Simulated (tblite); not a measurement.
**Geometry relaxation, with input and output: C$_{3}$H$_{6}$AlBS (part 2 of 2)**

Continued. System: C$_{3}$H$_{6}$AlBS, SMILES C#[C][AlH][S]BC. Method: GFN2-xTB geometry optimisation, gas phase (tblite 0.8.0). 

Geometry of the input (Å):
```
C  3.0178  1.1182  -0.3340
C  2.3288  0.1316  -0.2530
Al 1.2510  -1.4730  -0.0938
S  -0.3945  -1.5641  1.4611
B  -1.6341  -0.7225  0.3436
C  -1.7957  0.8571  0.3679
H  3.6028  1.9971  -0.4158
H  1.4184  -2.6502  -1.1487
H  -2.3003  -1.3708  -0.3876
H  -2.5735  1.1693  -0.3509
H  -2.0908  1.1764  1.3885
H  -0.8288  1.3301  0.1027
```

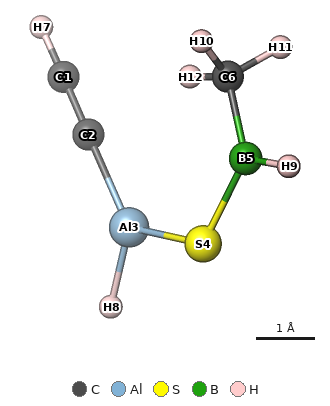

Fig. 1: The geometry at step 107 of the log (ball-and-stick view, seen at a tilt; atoms are numbered from 1 in the order of the input).

### Trajectory as extended XYZ, continued
```
12
Properties=species:S:1:pos:R:3:forces:R:3 step=49 energy=-407.99319
C     2.9540    1.2657   -0.3756   -0.0050  -0.0190   0.0060
C     2.2236    0.3056   -0.2557    0.0240   0.0260  -0.0070
Al    1.3298   -1.4146   -0.1873   -0.0190  -0.0290  -0.0110
S    -0.7474   -2.0346    0.1972   -0.0190   0.0000  -0.0050
B    -1.9739   -0.7533    0.3203    0.0360  -0.0200  -0.0050
C    -1.6423    0.7860    0.3653   -0.0300   0.0130  -0.0130
H     3.5819    2.1082   -0.4708   -0.0230   0.0380   0.0090
H     2.1352   -2.6953   -0.4665   -0.0320   0.0080   0.0150
H    -3.0839   -1.1244    0.3931    0.0360   0.0140   0.0040
H    -2.2037    1.3174   -0.4048    0.0180   0.0050   0.0350
H    -1.9843    1.1967    1.3173    0.0370   0.0330  -0.0420
H    -0.5875    1.0421    0.2476   -0.0240  -0.0700   0.0150
12
Properties=species:S:1:pos:R:3:forces:R:3 step=58 energy=-407.99815
C     2.9470    1.2826   -0.3736   -0.0620  -0.0110   0.0100
C     2.2332    0.3078   -0.2709   -0.0090   0.0080  -0.0030
Al    1.3153   -1.4037   -0.1963   -0.0150  -0.0250  -0.0090
S    -0.7747   -2.0424    0.1031   -0.0150   0.0470  -0.0010
B    -1.9852   -0.7578    0.3143    0.0630  -0.0310   0.0080
C    -1.6230    0.7739    0.3630   -0.0100   0.0070   0.0290
H     3.5465    2.1471   -0.4552    0.0050   0.0080   0.0050
H     2.1111   -2.7014   -0.3960    0.0140  -0.0140   0.0040
H    -3.0929   -1.1153    0.4355   -0.0150  -0.0080  -0.0090
H    -2.1705    1.3200   -0.4075    0.0710  -0.0060   0.0320
H    -1.9476    1.2016    1.3127    0.0020   0.0160  -0.0180
H    -0.5579    0.9871    0.2509   -0.0310   0.0080  -0.0470
12
Properties=species:S:1:pos:R:3:forces:R:3 step=68 energy=-408.00284
C     2.8741    1.3044   -0.3580    0.0020   0.0040   0.0000
C     2.1896    0.3091   -0.2608   -0.0250  -0.0310  -0.0120
Al    1.2943   -1.4145   -0.2112   -0.0110  -0.0230  -0.0270
S    -0.8145   -2.0401   -0.0795   -0.0370  -0.0220   0.0300
B    -1.9765   -0.7579    0.3236    0.0860  -0.0080  -0.0490
C    -1.5721    0.7630    0.3667   -0.0140   0.0180   0.0250
H     3.4648    2.1750   -0.4348   -0.0070   0.0330   0.0100
H     2.1056   -2.7146   -0.3059    0.0230  -0.0050   0.0140
H    -3.0765   -1.1036    0.5198   -0.0210   0.0050   0.0090
H    -2.0990    1.3045   -0.4194    0.0320   0.0160  -0.0340
H    -1.8867    1.2316    1.2976   -0.0040   0.0020   0.0520
H    -0.5020    0.9423    0.2421   -0.0250   0.0100  -0.0190
12
Properties=species:S:1:pos:R:3:forces:R:3 step=78 energy=-408.00978
C     2.7749    1.3141   -0.3494   -0.0090   0.0130   0.0020
C     2.1305    0.2875   -0.3523    0.0090  -0.0220   0.0150
Al    1.2752   -1.4551   -0.2442    0.0120   0.0060  -0.0020
S    -0.8410   -2.0621   -0.1486   -0.0250   0.0000   0.0050
B    -1.9458   -0.7464    0.3079    0.0340  -0.0140   0.0160
C    -1.5101    0.7649    0.3675   -0.0030   0.0150  -0.0150
H     3.3257    2.2146   -0.3555   -0.0130  -0.0010  -0.0140
H     2.1185   -2.7387   -0.2007    0.0010   0.0010  -0.0020
H    -3.0488   -1.0618    0.5399   -0.0170  -0.0100  -0.0100
H    -2.0183    1.3140   -0.4256   -0.0040   0.0340  -0.0150
H    -1.8207    1.2384    1.2978   -0.0110  -0.0130   0.0160
H    -0.4389    0.9299    0.2433    0.0260  -0.0090   0.0050
12
Properties=species:S:1:pos:R:3:forces:R:3 step=87 energy=-408.01115
C     2.7419    1.3152   -0.3493    0.0070   0.0060  -0.0050
C     2.1293    0.2694   -0.3494    0.0010   0.0150   0.0190
Al    1.2768   -1.4723   -0.2378    0.0190  -0.0040  -0.0140
S    -0.8432   -2.0660   -0.1416   -0.0030  -0.0070   0.0030
B    -1.9398   -0.7383    0.2994   -0.0050  -0.0240  -0.0020
C    -1.4968    0.7709    0.3627   -0.0030  -0.0080   0.0020
H     3.2756    2.2258   -0.3609   -0.0140   0.0030  -0.0100
H     2.1312   -2.7484   -0.2001   -0.0180  -0.0110   0.0040
H    -3.0445   -1.0508    0.5311   -0.0100   0.0070  -0.0210
H    -1.9932    1.3410   -0.4235    0.0000  -0.0110  -0.0080
H    -1.8135    1.2280    1.2991    0.0140   0.0220   0.0210
H    -0.4226    0.9247    0.2502    0.0130   0.0120   0.0100
12
Properties=species:S:1:pos:R:3:forces:R:3 step=97 energy=-408.01395
C     2.6793    1.3221   -0.3604   -0.0030   0.0390   0.0070
C     2.1382    0.2391   -0.3133   -0.0190  -0.0260  -0.0090
Al    1.2949   -1.5091   -0.2172    0.0110   0.0040   0.0130
S    -0.8333   -2.0706   -0.0966    0.0030  -0.0220  -0.0050
B    -1.9283   -0.7234    0.2811   -0.0040  -0.0060  -0.0010
C    -1.4627    0.7779    0.3736   -0.0050   0.0010  -0.0050
H     3.1476    2.2671   -0.3989    0.0170  -0.0020  -0.0080
H     2.1276   -2.8003   -0.2178   -0.0130  -0.0010  -0.0010
H    -3.0507   -1.0148    0.4478    0.0040   0.0040  -0.0070
H    -1.9443    1.3652   -0.4092    0.0010   0.0020   0.0010
H    -1.7814    1.2259    1.3143    0.0010   0.0070   0.0100
H    -0.3856    0.9202    0.2768    0.0070  -0.0020   0.0060
12
Properties=species:S:1:pos:R:3:forces:R:3 step=107 energy=-408.01437
C     2.6709    1.3267   -0.3638    0.0260   0.0240  -0.0060
C     2.1379    0.2397   -0.3127   -0.0270  -0.0250   0.0020
Al    1.2966   -1.5090   -0.2073   -0.0020   0.0030  -0.0030
S    -0.8304   -2.0751   -0.0799    0.0050  -0.0100  -0.0050
B    -1.9275   -0.7234    0.2729   -0.0110   0.0060   0.0160
C    -1.4601    0.7769    0.3774    0.0040   0.0090  -0.0080
H     3.1455    2.2680   -0.4121    0.0000   0.0060  -0.0010
H     2.1231   -2.8036   -0.2203    0.0010   0.0000   0.0050
H    -3.0537   -1.0095    0.4213    0.0000  -0.0020  -0.0100
H    -1.9378    1.3712   -0.4025    0.0030  -0.0010   0.0040
H    -1.7814    1.2188    1.3206    0.0020  -0.0040   0.0000
H    -0.3821    0.9187    0.2865    0.0000  -0.0050   0.0070
12
Properties=species:S:1:pos:R:3:forces:R:3 step=116 energy=-408.01543
C     2.6587    1.3352   -0.3848   -0.0080  -0.0210  -0.0180
C     2.1030    0.2591   -0.3298    0.0200   0.0300   0.0010
Al    1.2732   -1.4934   -0.1953    0.0080  -0.0040   0.0020
S    -0.8499   -2.0865   -0.1137   -0.0120   0.0060  -0.0070
B    -1.9363   -0.7270    0.2482   -0.0080  -0.0080   0.0060
C    -1.4387    0.7604    0.3948   -0.0070  -0.0030   0.0040
H     3.1446    2.2706   -0.4439   -0.0050  -0.0090   0.0050
H     2.1232   -2.7715   -0.1500    0.0020  -0.0060   0.0050
H    -3.0706   -0.9975    0.3668    0.0240   0.0080  -0.0070
H    -1.8822    1.3825   -0.3831   -0.0050   0.0040  -0.0010
H    -1.7685    1.1916    1.3399   -0.0100  -0.0020   0.0030
H    -0.3554    0.8757    0.3311    0.0020   0.0050   0.0070
12
Properties=species:S:1:pos:R:3:forces:R:3 step=126 energy=-408.02752
C     2.6300    1.3408   -0.5431   -0.0490  -0.0700  -0.0100
C     2.1028    0.2606   -0.3833    0.0080   0.0190  -0.0080
Al    1.2711   -1.4784   -0.1168   -0.0390  -0.0170  -0.0040
S    -0.8564   -2.0548   -0.3243    0.0860   0.0280   0.0040
B    -1.9298   -0.7048    0.1027    0.0930   0.0190  -0.0510
C    -1.4141    0.7213    0.5290   -0.0140  -0.0210   0.0260
H     3.0890    2.2793   -0.6894    0.0180   0.0130   0.0080
H     2.1036   -2.7359    0.1968   -0.0190   0.0380   0.0100
H    -3.0732   -0.9234    0.0178   -0.0960  -0.0200   0.0250
H    -1.7138    1.4573   -0.2163    0.0080   0.0310  -0.0240
H    -1.8781    1.0430    1.4609    0.0020  -0.0010   0.0160
H    -0.3299    0.7942    0.6463    0.0010  -0.0180   0.0080
12
Properties=species:S:1:pos:R:3:forces:R:3 step=136 energy=-408.05560
C     2.7010    1.3482   -0.7165    0.0060   0.0010   0.0080
C     2.1045    0.3162   -0.4980   -0.0310  -0.0410   0.0170
Al    1.1724   -1.3320   -0.0516    0.0430   0.0100   0.0030
S    -0.8311   -1.9285   -0.7757   -0.0030  -0.0100   0.0040
B    -1.9179   -0.7066   -0.0816   -0.0110   0.0560   0.0400
C    -1.3997    0.5882    0.6612   -0.0340  -0.0150  -0.0120
H     3.2288    2.2423   -0.9055   -0.0030   0.0050  -0.0200
H     1.8454   -2.4467    0.7740   -0.0250   0.0390  -0.0130
H    -3.0667   -0.8895   -0.2278    0.0500   0.0140  -0.0170
H    -1.5138    1.4511    0.0004    0.0210  -0.0290   0.0450
H    -1.9850    0.8133    1.5545    0.0700  -0.0200  -0.0500
H    -0.3367    0.5434    0.9466   -0.0830  -0.0110  -0.0050
12
Properties=species:S:1:pos:R:3:forces:R:3 step=146 energy=-408.07412
C     2.7489    1.3430   -0.8693    0.0710   0.0770  -0.0200
C     2.1233    0.3614   -0.5325   -0.0610  -0.0420   0.0350
Al    1.0532   -1.1500    0.0612   -0.0800   0.1630  -0.2860
S    -0.7457   -1.8076   -1.0710    0.0590   0.0010   0.0620
B    -1.8612   -0.6923   -0.2577    0.0270   0.0960   0.0500
C    -1.3651    0.4093    0.7701    0.0310   0.0740  -0.0160
H     3.3142    2.1894   -1.1574   -0.0470  -0.0670   0.0050
H     1.4158   -2.0322    1.2396    0.0710  -0.1510   0.2140
H    -2.9915   -0.7619   -0.5559    0.0230   0.0110   0.0130
H    -1.2956    1.3735    0.2488   -0.0080  -0.1510   0.1250
H    -2.0396    0.5581    1.6160    0.0450  -0.0190  -0.1070
H    -0.3554    0.2086    1.1881   -0.1300   0.0090  -0.0740
12
Properties=species:S:1:pos:R:3:forces:R:3 step=155 energy=-408.08257
C     2.7922    1.3223   -0.9103    0.0190   0.0220  -0.0090
C     2.1331    0.3672   -0.5609   -0.0100   0.0020   0.0080
Al    1.0668   -1.1301    0.0619   -0.0340  -0.0040   0.0130
S    -0.7303   -1.8107   -1.0472    0.0270   0.0080   0.0040
B    -1.8543   -0.6682   -0.2824   -0.0340  -0.0050  -0.0160
C    -1.3989    0.3959    0.7942    0.0010  -0.0140  -0.0270
H     3.3755    2.1490   -1.2130   -0.0130  -0.0160  -0.0060
H     1.4278   -1.9697    1.2971    0.0160  -0.0160   0.0040
H    -2.9707   -0.7155   -0.6349    0.0300   0.0120   0.0090
H    -1.3088    1.3773    0.3245    0.0090   0.0070   0.0030
H    -2.1161    0.5089    1.6052    0.0020  -0.0030   0.0240
H    -0.4151    0.1729    1.2458   -0.0140   0.0050  -0.0080
12
Properties=species:S:1:pos:R:3:forces:R:3 step=165 energy=-408.08528
C     2.6958    1.3291   -0.9267   -0.0010   0.0000   0.0010
C     2.0829    0.3645   -0.5226    0.0020   0.0080   0.0000
Al    1.0692   -1.1695    0.1021   -0.0050  -0.0020  -0.0010
S    -0.7273   -1.8278   -1.0217    0.0040   0.0040   0.0010
B    -1.8249   -0.6286   -0.3076    0.0040  -0.0030   0.0000
C    -1.3645    0.3967    0.8037    0.0030   0.0030   0.0020
H     3.2377    2.1673   -1.2707   -0.0020  -0.0070  -0.0010
H     1.4820   -2.0496    1.2928    0.0000  -0.0010  -0.0010
H    -2.9232   -0.6106   -0.7111   -0.0010   0.0000   0.0010
H    -1.2392    1.3897    0.3675   -0.0030   0.0000  -0.0010
H    -2.0923    0.5032    1.6074    0.0040  -0.0010  -0.0040
H    -0.3953    0.1349    1.2669   -0.0050  -0.0010   0.0040
```

### Key numbers

```tsv
quantity	value
outcome	converged
total energy	−408.0853 eV
hardware	1 CPU thread, shared host
wall time	1.6 s
peak memory	0.18 GiB
```
